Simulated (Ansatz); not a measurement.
# Molecular dynamics, with input and output: CH3AlOSi (part 2 of 2)

Continued. System: CH3AlOSi, SMILES [OH][Al]1[CH]=[SiH]1. Method: RKS BLYP-D4/def2-SVPD (Ansatz 0.2.0). 

```
Total energy: -17599.29915577 eV, -646.7623147413 hartree
Atom 0 at    -2.136898    -0.235963    -1.245138 Å, force     0.989366     0.332500     0.461738 eV/Å
Atom 1 at    -0.617398     0.009750    -0.419408 Å, force    -1.747497    -0.209355    -1.075570 eV/Å
Atom 2 at     0.483826    -0.266445     1.062724 Å, force    -0.069332    -0.997444     1.017011 eV/Å
Atom 3 at     1.585315     0.558537    -0.093596 Å, force    -0.428040    -0.133547     0.085173 eV/Å
Atom 4 at    -2.944316    -0.617293    -1.614712 Å, force     0.294840     0.035744     0.157059 eV/Å
Atom 5 at     0.421535    -0.925327     1.994605 Å, force     0.450356     0.889823    -0.765581 eV/Å
Atom 6 at     3.072807     0.621066    -0.002047 Å, force     0.510307     0.082278     0.120170 eV/Å
Dipole moment:    -0.151607    -0.103952    -0.121007 e Å
```

**Trajectory as extended XYZ (Å, eV, eV/Å), 13 of the 61 frames kept, from step=0 to step=60**
```
7
Properties=species:S:1:pos:R:3:forces:R:3 step=0 time_fs=0.0 energy=-17599.35448 temperature=300.0
O    -2.1429   -0.2213   -1.2031   -0.2653  -0.0084  -0.2018
Al   -0.6589   -0.0251   -0.4868    1.7455   0.0617   1.2625
C     0.4872   -0.2823    1.0819    0.2743   0.6402  -1.3293
Si    1.6220    0.5584   -0.0718   -1.3932  -0.4392  -0.0570
H    -3.0138   -0.3567   -1.5642   -0.3351  -0.0421  -0.1636
H     0.6451   -0.6332    2.1033   -0.2198  -0.2275   0.3706
H     3.0612    0.9602    0.1406    0.1936   0.0153   0.1185
7
Properties=species:S:1:pos:R:3:forces:R:3 step=5 time_fs=1.2 energy=-17599.36738 temperature=319.9
O    -2.1440   -0.2232   -1.2070   -0.0255   0.0423  -0.0951
Al   -0.6564   -0.0219   -0.4825    1.4411   0.0257   1.1060
C     0.4842   -0.2822    1.0843    0.4428   0.3126  -0.5349
Si    1.6210    0.5595   -0.0746   -1.1579  -0.4083   0.0968
H    -3.0109   -0.3781   -1.5689   -0.3598  -0.0569  -0.1719
H     0.6319   -0.6768    2.1228   -0.2894   0.1342  -0.4847
H     3.0865    0.9387    0.1236   -0.0513  -0.0495   0.0838
7
Properties=species:S:1:pos:R:3:forces:R:3 step=10 time_fs=2.5 energy=-17599.35829 temperature=306.0
O    -2.1452   -0.2250   -1.2111   -0.0688   0.0398  -0.1051
Al   -0.6530   -0.0187   -0.4776    1.0994  -0.0144   0.9228
C     0.4816   -0.2817    1.0860    0.5341   0.0277   0.0130
Si    1.6194    0.5603   -0.0773   -0.8992  -0.3754   0.2266
H    -3.0130   -0.4004   -1.5761   -0.0834  -0.0138  -0.0530
H     0.6144   -0.7185    2.1354   -0.2958   0.4376  -1.0596
H     3.1111    0.9164    0.1077   -0.2864  -0.1015   0.0553
7
Properties=species:S:1:pos:R:3:forces:R:3 step=15 time_fs=3.8 energy=-17599.35100 temperature=294.8
O    -2.1465   -0.2269   -1.2153   -0.1696   0.0147  -0.1381
Al   -0.6491   -0.0155   -0.4722    0.7422  -0.0564   0.7255
C     0.4798   -0.2811    1.0876    0.5439  -0.1216   0.1697
Si    1.6173    0.5610   -0.0799   -0.6749  -0.3541   0.3298
H    -3.0162   -0.4228   -1.5840    0.2600   0.0555   0.0963
H     0.5926   -0.7538    2.1326   -0.2346   0.5938  -1.2212
H     3.1314    0.8927    0.0928   -0.4671  -0.1320   0.0381
7
Properties=species:S:1:pos:R:3:forces:R:3 step=20 time_fs=5.0 energy=-17599.36253 temperature=312.6
O    -2.1480   -0.2287   -1.2196   -0.0778   0.0242  -0.0876
Al   -0.6447   -0.0123   -0.4664    0.3826  -0.0974   0.5202
C     0.4786   -0.2807    1.0894    0.4920  -0.0903  -0.0771
Si    1.6149    0.5615   -0.0824   -0.5175  -0.3482   0.4069
H    -3.0158   -0.4444   -1.5906    0.4147   0.0924   0.1671
H     0.5673   -0.7804    2.1120   -0.1249   0.5592  -0.9625
H     3.1449    0.8671    0.0784   -0.5692  -0.1399   0.0331
7
Properties=species:S:1:pos:R:3:forces:R:3 step=25 time_fs=6.2 energy=-17599.38075 temperature=340.6
O    -2.1494   -0.2305   -1.2240    0.2899   0.1044   0.0840
Al   -0.6402   -0.0092   -0.4603    0.0298  -0.1346   0.3099
C     0.4780   -0.2804    1.0911    0.4070   0.1438  -0.6896
Si    1.6121    0.5618   -0.0846   -0.4378  -0.3553   0.4593
H    -3.0096   -0.4647   -1.5949    0.2881   0.0592   0.1174
H     0.5401   -0.7990    2.0776    0.0061   0.3102  -0.3200
H     3.1499    0.8393    0.0645   -0.5831  -0.1278   0.0389
7
Properties=species:S:1:pos:R:3:forces:R:3 step=30 time_fs=7.5 energy=-17599.37720 temperature=335.1
O    -2.1506   -0.2322   -1.2283    0.8158   0.2425   0.3273
Al   -0.6356   -0.0062   -0.4540   -0.3086  -0.1650   0.0953
C     0.4780   -0.2799    1.0919    0.3262   0.5193  -1.4773
Si    1.6092    0.5619   -0.0865   -0.4320  -0.3679   0.4858
H    -2.9993   -0.4842   -1.5974   -0.0163  -0.0336  -0.0106
H     0.5131   -0.8131    2.0386    0.1218  -0.0954   0.5263
H     3.1463    0.8097    0.0512   -0.5069  -0.1000   0.0531
7
Properties=species:S:1:pos:R:3:forces:R:3 step=35 time_fs=8.8 energy=-17599.35580 temperature=302.1
O    -2.1511   -0.2336   -1.2323    1.2361   0.3708   0.5265
Al   -0.6312   -0.0033   -0.4477   -0.6266  -0.1867  -0.1236
C     0.4783   -0.2787    1.0909    0.2757   0.7934  -1.9808
Si    1.6060    0.5618   -0.0882   -0.4846  -0.3749   0.4805
H    -2.9891   -0.5042   -1.6001   -0.2499  -0.1204  -0.1096
H     0.4878   -0.8285    2.0072    0.1948  -0.4206   1.1345
H     3.1353    0.7786    0.0387   -0.3456  -0.0615   0.0726
7
Properties=species:S:1:pos:R:3:forces:R:3 step=40 time_fs=10.0 energy=-17599.35085 temperature=294.4
O    -2.1504   -0.2347   -1.2358    1.3294   0.4093   0.5813
Al   -0.6271   -0.0004   -0.4414   -0.9200  -0.1998  -0.3456
C     0.4790   -0.2766    1.0875    0.2354   0.6691  -1.7560
Si    1.6025    0.5615   -0.0897   -0.5698  -0.3651   0.4380
H    -2.9823   -0.5259   -1.6043   -0.2014  -0.1229  -0.0848
H     0.4654   -0.8498    1.9919    0.2424  -0.3722   1.0732
H     3.1191    0.7466    0.0273   -0.1160  -0.0184   0.0940
7
Properties=species:S:1:pos:R:3:forces:R:3 step=45 time_fs=11.2 energy=-17599.35472 temperature=300.2
O    -2.1484   -0.2355   -1.2388    1.1335   0.3488   0.5048
Al   -0.6236    0.0023   -0.4353   -1.1856  -0.2064  -0.5636
C     0.4800   -0.2737    1.0819    0.1665   0.1567  -0.9096
Si    1.5987    0.5610   -0.0909   -0.6519  -0.3324   0.3623
H    -2.9782   -0.5493   -1.6096    0.0904  -0.0324   0.0495
H     0.4467   -0.8761    1.9920    0.3023   0.0436   0.4436
H     3.1013    0.7143    0.0173    0.1449   0.0222   0.1130
7
Properties=species:S:1:pos:R:3:forces:R:3 step=50 time_fs=12.5 energy=-17599.33578 temperature=270.9
O    -2.1454   -0.2359   -1.2413    0.8962   0.2650   0.4064
Al   -0.6207    0.0049   -0.4296   -1.4187  -0.2097  -0.7663
C     0.4813   -0.2706    1.0752    0.0724  -0.4364   0.0438
Si    1.5946    0.5603   -0.0919   -0.6845  -0.2776   0.2679
H    -2.9728   -0.5732   -1.6142    0.3832   0.0754   0.1866
H     0.4324   -0.9017    1.9986    0.3739   0.5298  -0.2637
H     3.0856    0.6823    0.0090    0.3775   0.0536   0.1253
7
Properties=species:S:1:pos:R:3:forces:R:3 step=55 time_fs=13.8 energy=-17599.30620 temperature=225.3
O    -2.1416   -0.2360   -1.2434    0.8329   0.2467   0.3844
Al   -0.6186    0.0074   -0.4242   -1.6103  -0.2107  -0.9410
C     0.4825   -0.2680    1.0685   -0.0143  -0.8536   0.7284
Si    1.5901    0.5595   -0.0928   -0.6191  -0.2076   0.1716
H    -2.9619   -0.5960   -1.6161    0.4667   0.1113   0.2303
H     0.4238   -0.9197    2.0016    0.4298   0.8414  -0.7015
H     3.0755    0.6512    0.0025    0.5143   0.0726   0.1279
7
Properties=species:S:1:pos:R:3:forces:R:3 step=60 time_fs=15.0 energy=-17599.29880 temperature=213.8
O    -2.1369   -0.2360   -1.2451    0.9894   0.3325   0.4617
Al   -0.6174    0.0097   -0.4194   -1.7475  -0.2094  -1.0756
C     0.4838   -0.2664    1.0627   -0.0693  -0.9974   1.0170
Si    1.5853    0.5585   -0.0936   -0.4280  -0.1335   0.0852
H    -2.9443   -0.6173   -1.6147    0.2948   0.0357   0.1571
H     0.4215   -0.9253    1.9946    0.4504   0.8898  -0.7656
H     3.0728    0.6211   -0.0020    0.5103   0.0823   0.1202
```

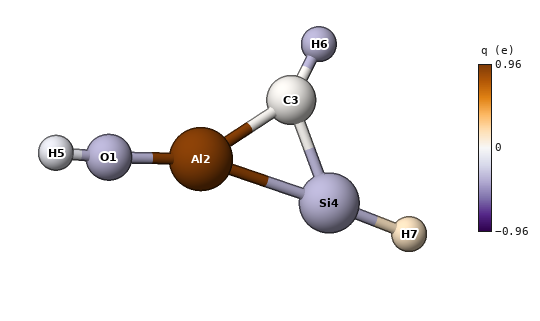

Figure 1. Mulliken charges, as the colour of each atom (ball-and-stick view, seen at a tilt; atoms are numbered from 1 in the order of the input). By element: O −0.34, Al +0.92, C +0.02, Si −0.34 and H −0.33 to +0.15 e.

The run was set up as follows.

**Input**
```yaml
crystal:
  periodic: [false, false, false]
  atoms:
    - {symbol: O, position_ang: [-2.142870, -0.221250, -1.203060]}
    - {symbol: Al, position_ang: [-0.658870, -0.025070, -0.486830]}
    - {symbol: C, position_ang: [0.487230, -0.282300, 1.081920]}
    - {symbol: Si, position_ang: [1.621990, 0.558380, -0.071840]}
    - {symbol: H, position_ang: [-3.013800, -0.356700, -1.564170]}
    - {symbol: H, position_ang: [0.645120, -0.633230, 2.103340]}
    - {symbol: H, position_ang: [3.061200, 0.960170, 0.140640]}
basis:
  gaussian: {orbitals: def2-SVPD}
hamiltonian: {xc: {name: BLYP}, dispersion: d4}
md: {n_steps: 60, timestep: 0.25, temperature: 300, ensemble: nvt_nose_hoover, seed: 506, initial_velocities: maxwell_boltzmann}
```

Launched with:
```bash
ansatz run in.yaml --threads 1 --pin off --events-out ev --progress --plain --max-ram 4352MiB
```

**Key numbers**

- outcome: finished
- mean temperature over the second half: 277 K
- trajectory: 60 steps, 15 fs
- ensemble: nvt_nose_hoover
- temperature in the input: 300 K
- time step: 0.25 fs
- potential energy (last step): −17599.2992 eV
- mean-field energy (last step): −17598.9805 eV
- dispersion energy (last step): −0.3187 eV
- SCF solution under orbital rotations (last step): stable
- largest force (length of the vector) (last step): 2.063 eV/Å
- dipole moment (last step): 1.06 D
- hardware: 1 CPU thread, shared host
- wall time: 2.9 min
- peak memory: 0.17 GiB

So short a trajectory is not equilibrated.
